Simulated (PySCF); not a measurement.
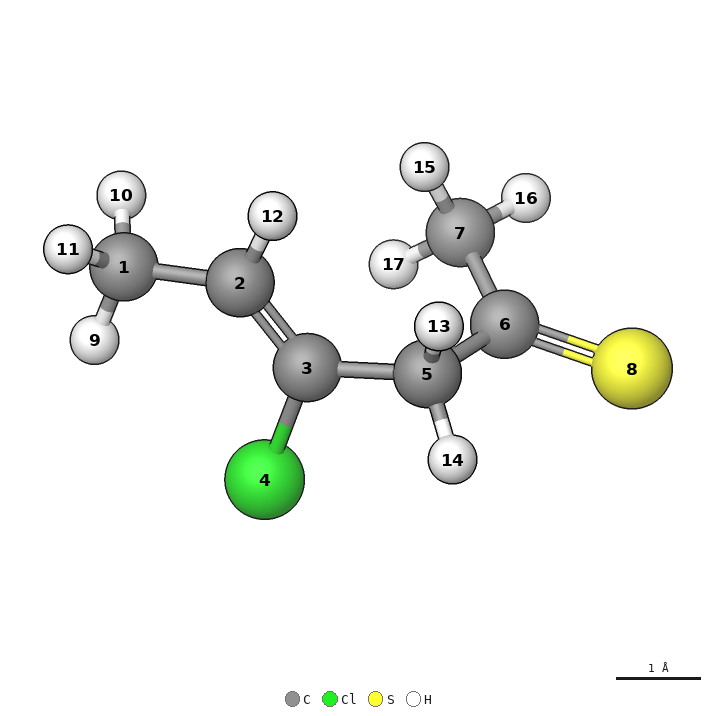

Geometry: an image of a reaction path computed with GFN2-xTB, not a minimum.

### Describe the coordination of atom 6.

C6 has 3 neighbours (C5 at 1.51, C7 at 1.49, S8 at 1.62 Å); the arrangement is trigonal planar.

### What is the geometry at C3?

C3 has 3 neighbours (C2 at 1.33, Cl4 at 1.74, C5 at 1.50 Å); the arrangement is trigonal planar.

### How are the neighbours of atom 1 arranged?

C1 has 4 neighbours (C2 at 1.49, H9 at 1.09, H10 at 1.09, H11 at 1.09 Å); the arrangement is tetrahedral.

### What is the geometry at C5?

C5 has 4 neighbours (C3 at 1.50, C6 at 1.51, H13 at 1.10, H14 at 1.09 Å); the arrangement is tetrahedral.

### What is the dihedral angle C3–C5–C6–S8?

152° in size, that is anti.
